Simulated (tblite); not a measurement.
C7H8NO: geometry relaxation (part 4 of 4)

C7H8NO, multiplicity 2; GFN2-xTB geometry optimisation, gas phase (tblite 0.8.0). It belongs to a series of runs on one base structure; here: H added to sp C.

Geometry of the input (Å):
```
C  -3.5789  0.4868  -1.0330
C  -2.8257  -0.4796  -0.5620
C  -1.5922  -0.1575  0.1834
O  -1.2316  1.0396  0.3763
N  -0.8279  -1.2369  0.6738
C  0.4042  -1.0664  1.4088
C  1.4234  -0.3409  0.6353
C  2.2660  0.2706  0.0139
C  3.2958  1.0130  -0.7351
H  -4.4850  0.1674  -1.5629
H  -3.3585  1.5362  -0.9106
H  -1.1678  -2.2101  0.4799
H  0.2142  -0.5232  2.3881
H  0.7924  -2.0999  1.6084
H  2.8803  1.9952  -1.0456
H  3.6058  0.3627  -1.5489
H  4.1785  1.2550  -0.0809
```

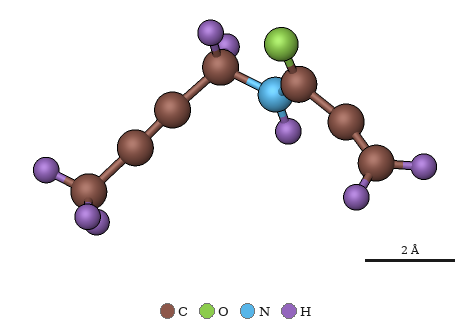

**Figure 1.** The geometry at step 107 of the log (ball-and-stick view, seen at an oblique angle).

**Trajectory as extended XYZ, continued**
```
17
Properties=species:S:1:pos:R:3:forces:R:3 step=92 energy=-704.34187
C    -3.5558    0.3371   -1.1583   -0.0110   0.0090  -0.0020
C    -2.8224   -0.0254   -0.1680    0.0000  -0.0050  -0.0020
C    -1.8259   -0.0586    0.8223    0.0010   0.0000   0.0070
O    -1.8688    0.6037    1.8536   -0.0070  -0.0110  -0.0080
N    -0.8193   -0.9636    0.5531    0.0060   0.0150  -0.0110
C     0.4004   -0.9654    1.3328    0.0030  -0.0030  -0.0010
C     1.4959   -0.3277    0.6198   -0.0010   0.0050  -0.0030
C     2.3419    0.2142   -0.0344   -0.0020  -0.0010  -0.0160
C     3.3863    0.8646   -0.7951    0.0010   0.0010   0.0070
H    -4.4754   -0.1731   -1.4163   -0.0110   0.0000   0.0020
H    -3.3117    1.1738   -1.8084   -0.0030   0.0040   0.0000
H    -0.7706   -1.3520   -0.3766    0.0130  -0.0070   0.0070
H     0.1824   -0.4164    2.2550    0.0030   0.0040  -0.0020
H     0.6711   -1.9998    1.5781    0.0030  -0.0040   0.0150
H     3.0204    1.8119   -1.1911    0.0030  -0.0130  -0.0020
H     3.6990    0.2282   -1.6234    0.0000   0.0130   0.0100
H     4.2453    1.0605   -0.1542    0.0020  -0.0070  -0.0010
17
Properties=species:S:1:pos:R:3:forces:R:3 step=94 energy=-704.34200
C    -3.5572    0.3357   -1.1582   -0.0130   0.0010   0.0130
C    -2.8273   -0.0327   -0.1672   -0.0010   0.0080   0.0010
C    -1.8312   -0.0631    0.8248   -0.0080  -0.0090  -0.0120
O    -1.8790    0.5943    1.8586   -0.0080  -0.0020  -0.0010
N    -0.8197   -0.9611    0.5523    0.0170   0.0110  -0.0120
C     0.4003   -0.9612    1.3315    0.0020  -0.0010   0.0040
C     1.4959   -0.3226    0.6190   -0.0060   0.0010  -0.0010
C     2.3445    0.2169   -0.0338   -0.0110  -0.0080  -0.0100
C     3.3907    0.8633   -0.7952    0.0020   0.0010   0.0050
H    -4.4770   -0.1722   -1.4210   -0.0010   0.0020   0.0000
H    -3.3108    1.1759   -1.8028   -0.0020   0.0050  -0.0010
H    -0.7697   -1.3458   -0.3787    0.0140  -0.0130  -0.0020
H     0.1806   -0.4135    2.2540    0.0080   0.0080  -0.0010
H     0.6727   -1.9954    1.5771    0.0010   0.0000   0.0110
H     3.0276    1.8103   -1.1934   -0.0020   0.0000  -0.0030
H     3.7018    0.2250   -1.6221    0.0020   0.0020  -0.0010
H     4.2507    1.0581   -0.1559    0.0060  -0.0050   0.0100
17
Properties=species:S:1:pos:R:3:forces:R:3 step=97 energy=-704.34247
C    -3.5669    0.3350   -1.1551   -0.0040  -0.0020   0.0090
C    -2.8365   -0.0449   -0.1684    0.0010   0.0030   0.0010
C    -1.8424   -0.0756    0.8264   -0.0040  -0.0170  -0.0340
O    -1.9023    0.5694    1.8668   -0.0090   0.0150   0.0280
N    -0.8177   -0.9562    0.5476    0.0210  -0.0030   0.0020
C     0.4009   -0.9517    1.3296   -0.0010   0.0120   0.0020
C     1.4964   -0.3139    0.6153   -0.0020  -0.0050   0.0070
C     2.3477    0.2218   -0.0376    0.0030  -0.0140   0.0170
C     3.4024    0.8600   -0.7944   -0.0010  -0.0060  -0.0120
H    -4.4811   -0.1757   -1.4323    0.0070   0.0030   0.0090
H    -3.3235    1.1879   -1.7844   -0.0070   0.0030   0.0030
H    -0.7631   -1.3345   -0.3853    0.0180  -0.0220  -0.0210
H     0.1774   -0.4011    2.2496    0.0120   0.0170  -0.0060
H     0.6773   -1.9836    1.5844   -0.0150   0.0170  -0.0160
H     3.0480    1.8070   -1.1991   -0.0080   0.0230   0.0050
H     3.7123    0.2186   -1.6183    0.0040  -0.0240  -0.0250
H     4.2642    1.0495   -0.1559   -0.0170   0.0000   0.0310
17
Properties=species:S:1:pos:R:3:forces:R:3 step=100 energy=-704.34319
C    -3.5830    0.3367   -1.1480    0.0070   0.0070  -0.0240
C    -2.8417   -0.0559   -0.1746    0.0080  -0.0160  -0.0150
C    -1.8465   -0.0858    0.8185    0.0110   0.0050   0.0190
O    -1.9169    0.5552    1.8622    0.0080  -0.0260  -0.0140
N    -0.8110   -0.9537    0.5388   -0.0170   0.0070   0.0040
C     0.4022   -0.9429    1.3297    0.0020   0.0160  -0.0130
C     1.5013   -0.3131    0.6144    0.0170   0.0180  -0.0010
C     2.3542    0.2186   -0.0399    0.0240   0.0010   0.0070
C     3.4133    0.8551   -0.7938   -0.0030  -0.0090  -0.0100
H    -4.4836   -0.1867   -1.4446   -0.0040  -0.0010   0.0280
H    -3.3594    1.2120   -1.7542    0.0000  -0.0020   0.0120
H    -0.7510   -1.3337   -0.3938    0.0180  -0.0040   0.0140
H     0.1738   -0.3830    2.2428    0.0050   0.0210  -0.0110
H     0.6795   -1.9706    1.5991   -0.0300   0.0020  -0.0260
H     3.0625    1.8046   -1.1986    0.0020  -0.0110   0.0160
H     3.7256    0.2133   -1.6179   -0.0100  -0.0030   0.0010
H     4.2738    1.0419   -0.1511   -0.0400  -0.0050   0.0110
17
Properties=species:S:1:pos:R:3:forces:R:3 step=102 energy=-704.34383
C    -3.5952    0.3373   -1.1434    0.0060  -0.0030  -0.0190
C    -2.8482   -0.0726   -0.1811    0.0060   0.0000  -0.0170
C    -1.8523   -0.0968    0.8124    0.0120   0.0180   0.0330
O    -1.9331    0.5396    1.8589    0.0110  -0.0480  -0.0450
N    -0.8056   -0.9496    0.5316   -0.0270   0.0190   0.0080
C     0.4035   -0.9320    1.3283    0.0010   0.0080  -0.0070
C     1.5058   -0.3078    0.6141    0.0120   0.0100  -0.0020
C     2.3639    0.2168   -0.0387    0.0050   0.0060  -0.0200
C     3.4236    0.8498   -0.7941   -0.0030   0.0000   0.0090
H    -4.4877   -0.1924   -1.4541    0.0040   0.0070   0.0270
H    -3.3849    1.2321   -1.7261    0.0020  -0.0160   0.0170
H    -0.7390   -1.3323   -0.3994    0.0080   0.0060   0.0150
H     0.1727   -0.3651    2.2363   -0.0080   0.0190  -0.0050
H     0.6781   -1.9580    1.6060   -0.0160  -0.0060  -0.0170
H     3.0758    1.8014   -1.1977    0.0030  -0.0280   0.0100
H     3.7354    0.2065   -1.6178   -0.0090   0.0130   0.0200
H     4.2801    1.0351   -0.1461   -0.0080  -0.0050  -0.0080
17
Properties=species:S:1:pos:R:3:forces:R:3 step=105 energy=-704.34434
C    -3.6010    0.3353   -1.1422    0.0080  -0.0060   0.0080
C    -2.8552   -0.0837   -0.1827    0.0020   0.0070  -0.0030
C    -1.8648   -0.1117    0.8169    0.0030   0.0100  -0.0090
O    -1.9591    0.5046    1.8733    0.0010  -0.0120  -0.0090
N    -0.8044   -0.9427    0.5272    0.0020   0.0020   0.0030
C     0.4038   -0.9182    1.3245   -0.0050   0.0070   0.0000
C     1.5058   -0.2945    0.6089   -0.0530  -0.0440   0.0430
C     2.3658    0.2245   -0.0446    0.0390   0.0150  -0.0370
C     3.4349    0.8455   -0.7953   -0.0070  -0.0040   0.0130
H    -4.4920   -0.1936   -1.4584    0.0090   0.0090   0.0100
H    -3.3922    1.2390   -1.7113   -0.0050  -0.0190   0.0100
H    -0.7307   -1.3188   -0.4055   -0.0010   0.0040  -0.0100
H     0.1714   -0.3479    2.2300   -0.0100   0.0110  -0.0030
H     0.6784   -1.9435    1.6061    0.0010   0.0100  -0.0130
H     3.0996    1.7984   -1.2032   -0.0050   0.0020  -0.0030
H     3.7452    0.1964   -1.6139    0.0010   0.0030  -0.0020
H     4.2874    1.0229   -0.1411    0.0190   0.0050   0.0000
17
Properties=species:S:1:pos:R:3:forces:R:3 step=107 energy=-704.34446
C    -3.6029    0.3344   -1.1410    0.0060   0.0020   0.0030
C    -2.8564   -0.0849   -0.1822   -0.0020   0.0030  -0.0070
C    -1.8674   -0.1149    0.8179    0.0060   0.0060  -0.0060
O    -1.9646    0.4955    1.8775    0.0010  -0.0070  -0.0050
N    -0.8038   -0.9407    0.5251   -0.0040  -0.0030  -0.0120
C     0.4033   -0.9142    1.3235   -0.0070   0.0020   0.0030
C     1.5055   -0.2920    0.6082    0.0150   0.0010  -0.0080
C     2.3661    0.2255   -0.0471   -0.0150  -0.0210   0.0180
C     3.4381    0.8439   -0.7952    0.0030   0.0000   0.0040
H    -4.4913   -0.1968   -1.4601    0.0050   0.0060   0.0090
H    -3.3974    1.2415   -1.7059   -0.0050  -0.0200   0.0100
H    -0.7290   -1.3146   -0.4087    0.0000   0.0120   0.0040
H     0.1691   -0.3424    2.2278   -0.0070   0.0060  -0.0030
H     0.6789   -1.9389    1.6064   -0.0010   0.0050  -0.0050
H     3.1060    1.7975   -1.2044   -0.0040   0.0000  -0.0010
H     3.7487    0.1938   -1.6129    0.0000   0.0030  -0.0030
H     4.2903    1.0194   -0.1398    0.0100   0.0050   0.0000
17
Properties=species:S:1:pos:R:3:forces:R:3 step=110 energy=-704.34459
C    -3.6075    0.3330   -1.1383   -0.0050   0.0010   0.0020
C    -2.8590   -0.0908   -0.1834   -0.0010   0.0030  -0.0010
C    -1.8692   -0.1181    0.8159   -0.0030   0.0020  -0.0010
O    -1.9703    0.4880    1.8778    0.0050  -0.0090  -0.0110
N    -0.8018   -0.9371    0.5203    0.0020  -0.0010  -0.0100
C     0.4025   -0.9088    1.3225    0.0010  -0.0030  -0.0040
C     1.5079   -0.2906    0.6091   -0.0050   0.0000  -0.0020
C     2.3701    0.2232   -0.0465    0.0160   0.0040   0.0020
C     3.4431    0.8411   -0.7940    0.0030   0.0010  -0.0020
H    -4.4913   -0.2010   -1.4641   -0.0060  -0.0030   0.0070
H    -3.4096    1.2477   -1.6924    0.0030  -0.0040  -0.0030
H    -0.7250   -1.3112   -0.4134   -0.0020   0.0190   0.0130
H     0.1652   -0.3333    2.2238   -0.0030  -0.0040  -0.0020
H     0.6773   -1.9328    1.6076   -0.0030  -0.0030   0.0120
H     3.1115    1.7946   -1.2042   -0.0050  -0.0020   0.0050
H     3.7527    0.1911   -1.6122    0.0040   0.0000   0.0000
H     4.2963    1.0170   -0.1394   -0.0010  -0.0020  -0.0030
17
Properties=species:S:1:pos:R:3:forces:R:3 step=112 energy=-704.34470
C    -3.6125    0.3310   -1.1365   -0.0100  -0.0060   0.0080
C    -2.8621   -0.0960   -0.1846   -0.0040   0.0060   0.0090
C    -1.8733   -0.1219    0.8160   -0.0050  -0.0060  -0.0080
O    -1.9794    0.4769    1.8814    0.0030  -0.0050  -0.0110
N    -0.8005   -0.9320    0.5164    0.0120  -0.0020  -0.0010
C     0.4022   -0.9033    1.3209    0.0010  -0.0020   0.0020
C     1.5096   -0.2877    0.6084    0.0140   0.0070  -0.0150
C     2.3751    0.2227   -0.0460   -0.0110  -0.0100   0.0230
C     3.4493    0.8382   -0.7932    0.0040   0.0010  -0.0070
H    -4.4932   -0.2048   -1.4676   -0.0040  -0.0060   0.0060
H    -3.4194    1.2512   -1.6820    0.0060   0.0100  -0.0140
H    -0.7208   -1.3019   -0.4184   -0.0040   0.0140   0.0000
H     0.1634   -0.3253    2.2201   -0.0010  -0.0070  -0.0010
H     0.6752   -1.9271    1.6096   -0.0030   0.0050   0.0080
H     3.1185    1.7911   -1.2049   -0.0040   0.0100   0.0050
H     3.7575    0.1876   -1.6111    0.0090  -0.0100  -0.0070
H     4.3032    1.0134   -0.1396   -0.0030   0.0000   0.0010
17
Properties=species:S:1:pos:R:3:forces:R:3 step=115 energy=-704.34500
C    -3.6262    0.3260   -1.1317    0.0060   0.0000   0.0060
C    -2.8659   -0.0984   -0.1865   -0.0210   0.0050   0.0080
C    -1.8810   -0.1280    0.8169    0.0020  -0.0150  -0.0070
O    -1.9983    0.4500    1.8925    0.0020   0.0030  -0.0050
N    -0.7963   -0.9179    0.5065    0.0030  -0.0030  -0.0040
C     0.4021   -0.8916    1.3170    0.0010   0.0030   0.0070
C     1.5151   -0.2857    0.6050    0.0040  -0.0060   0.0110
C     2.3874    0.2182   -0.0450   -0.0080  -0.0080   0.0050
C     3.4634    0.8303   -0.7929   -0.0030  -0.0040   0.0020
H    -4.4974   -0.2211   -1.4690   -0.0050  -0.0060   0.0080
H    -3.4477    1.2556   -1.6663   -0.0020   0.0090  -0.0170
H    -0.7102   -1.2706   -0.4341    0.0020   0.0040  -0.0050
H     0.1599   -0.3072    2.2113    0.0050   0.0040   0.0040
H     0.6671   -1.9142    1.6181    0.0060   0.0060  -0.0120
H     3.1323    1.7835   -1.2041    0.0080   0.0070   0.0010
H     3.7719    0.1790   -1.6103   -0.0010  -0.0060  -0.0020
H     4.3169    1.0040   -0.1385    0.0010   0.0070   0.0010
17
Properties=species:S:1:pos:R:3:forces:R:3 step=117 energy=-704.34515
C    -3.6274    0.3258   -1.1315    0.0100   0.0080  -0.0020
C    -2.8645   -0.0909   -0.1853   -0.0130  -0.0020  -0.0010
C    -1.8806   -0.1271    0.8180    0.0030  -0.0060   0.0020
O    -1.9979    0.4459    1.8966    0.0040   0.0030  -0.0020
N    -0.7955   -0.9158    0.5048   -0.0090  -0.0010  -0.0110
C     0.4019   -0.8912    1.3170   -0.0040   0.0010  -0.0010
C     1.5164   -0.2886    0.6050   -0.0050  -0.0060   0.0200
C     2.3884    0.2147   -0.0458    0.0110   0.0060  -0.0120
C     3.4637    0.8289   -0.7934   -0.0020  -0.0030   0.0060
H    -4.4994   -0.2250   -1.4608   -0.0080   0.0000   0.0040
H    -3.4501    1.2508   -1.6755   -0.0080  -0.0050  -0.0050
H    -0.7078   -1.2616   -0.4385    0.0050   0.0040   0.0040
H     0.1596   -0.3056    2.2103    0.0050   0.0080   0.0050
H     0.6643   -1.9136    1.6199    0.0090  -0.0060  -0.0100
H     3.1315    1.7830   -1.2022    0.0090  -0.0070  -0.0030
H     3.7743    0.1787   -1.6114   -0.0080   0.0060   0.0070
H     4.3163    1.0036   -0.1380    0.0020   0.0020  -0.0020
17
Properties=species:S:1:pos:R:3:forces:R:3 step=120 energy=-704.34524
C    -3.6266    0.3262   -1.1326   -0.0020  -0.0030   0.0030
C    -2.8649   -0.0887   -0.1845   -0.0010   0.0000  -0.0010
C    -1.8801   -0.1264    0.8180   -0.0010  -0.0010  -0.0030
O    -1.9957    0.4467    1.8966    0.0020   0.0050   0.0010
N    -0.7956   -0.9160    0.5043    0.0030   0.0000   0.0020
C     0.4016   -0.8924    1.3175    0.0010  -0.0010   0.0000
C     1.5174   -0.2908    0.6069    0.0040   0.0060  -0.0010
C     2.3889    0.2126   -0.0448   -0.0050   0.0050   0.0050
C     3.4625    0.8291   -0.7926    0.0020   0.0010   0.0010
H    -4.5039   -0.2214   -1.4541   -0.0020   0.0020   0.0010
H    -3.4456    1.2454   -1.6846   -0.0050  -0.0010  -0.0020
H    -0.7062   -1.2600   -0.4392    0.0010   0.0010  -0.0040
H     0.1605   -0.3058    2.2107    0.0000  -0.0030   0.0010
H     0.6636   -1.9154    1.6192    0.0010  -0.0020  -0.0040
H     3.1287    1.7826   -1.2012    0.0010  -0.0010  -0.0030
H     3.7723    0.1801   -1.6116    0.0010  -0.0010   0.0020
H     4.3161    1.0063   -0.1391    0.0000  -0.0060   0.0020
```

**Summary**

| quantity | value |
| --- | --- |
| outcome | converged |
| total energy | −704.3452 eV |
| hardware | 1 CPU thread, shared host |
| wall time | 1.2 s |
| peak memory | 0.18 GiB |
